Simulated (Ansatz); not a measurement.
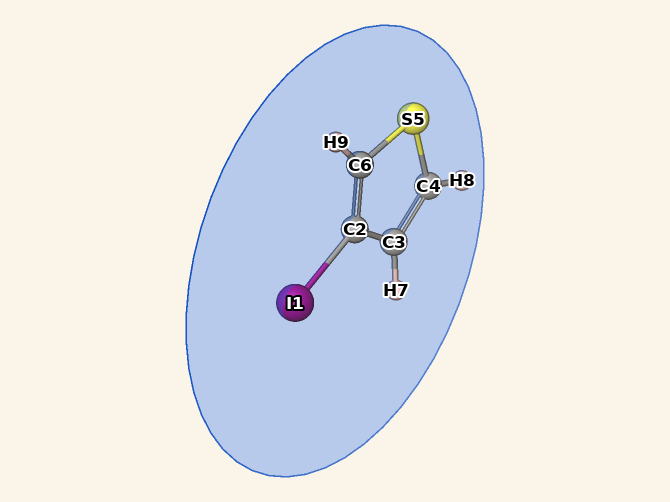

A disc through the centre of mass is drawn in. Depth is shown by fading: the farther an atom, the more it takes the colour of the background. The computed structure is the end point of a PBE-D4/def2-SVP optimisation. No frequency run is at hand to confirm it as a minimum.

Question: Is the plane of the disc a mirror plane of the structure?

Answer: Yes. The reflection leaves I1, C2, C3, C4, S5, C6, H7, H8, H9 in place. The point group is Cs.
